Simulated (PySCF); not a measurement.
```
atom    x (Å)    y (Å)    z (Å)
   C   2.7755  -0.0885   0.1768
   C   1.4254  -0.2790   0.8499
   N   0.3182  -0.1447  -0.0972
   C   0.3613  -1.2036  -1.0953
  Al   0.4265   1.7103  -1.0411
   C  -1.5901   1.7525  -1.0367
   C  -2.0614   0.4564  -0.3519
   C  -0.9793  -0.0600   0.6044
   C  -1.4208  -1.3549   1.2849
   H   2.7396   0.8146  -0.4345
   H   3.0388  -0.9345  -0.4521
   H   3.5485   0.0282   0.9323
   H   1.3955  -1.2537   1.3561
   H   1.3015   0.5071   1.6000
   H  -0.5447  -1.1772  -1.6946
   H   1.1988  -1.0188  -1.7666
   H   0.4711  -2.1929  -0.6414
   H   1.0883   2.5787   0.0875
   H   1.2863   1.3930  -2.3078
   H  -1.8859   2.5990  -0.3920
   H  -2.1712   1.8967  -1.9555
   H  -2.9767   0.6124   0.2274
   H  -2.2905  -0.3083  -1.0974
   H  -0.8368   0.7164   1.3678
   H  -2.3233  -1.1638   1.8605
   H  -0.6652  -1.7342   1.9688
   H  -1.6494  -2.1245   0.5508
```

Geometry: GFN2-xTB.

Computed with PBE0/pcSseg-1, SCF density, gas phase, non-relativistic in PySCF 2.14.0.

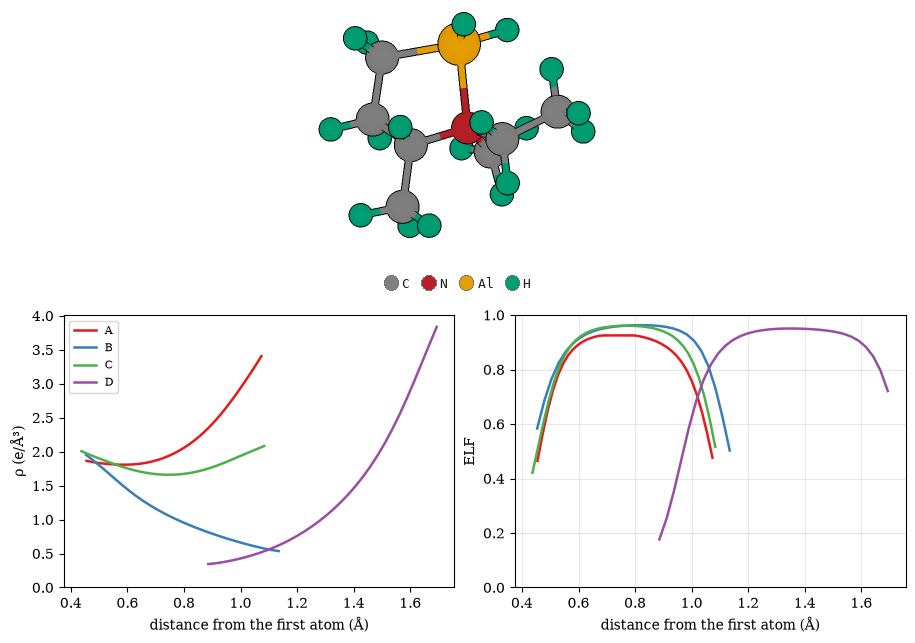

C7H18AlN. Electron density and ELF along straight lines between neighbouring atoms. The curves leave out the atomic cores. The structure is drawn too.

**Which curve belongs to which contact (Al–N, C–Al, C–C and C–N)? The first atom named is at distance zero.**

Curve A: C–N (1.46 Å): the density is about 1.9 e/Å³ at the midpoint; the ELF peaks at about 0.95 between the atoms (a covalent bond). Curve B: C–Al (2.02 Å): ρ at the midpoint is about 0.65 e/Å³; the ELF peaks at about 0.95 between the atoms (a polar covalent bond). Curve C: C–C (1.52 Å): ρ is about 1.7 e/Å³ halfway; the ELF peaks at about 0.95 between the atoms (a covalent bond). Curve D: Al–N (2.08 Å): the density is about 0.48 e/Å³ at the midpoint; the ELF peaks at about 0.95 in the valence shell of N, 0.7 Å from its nucleus, and is about 0.75 at the midpoint.
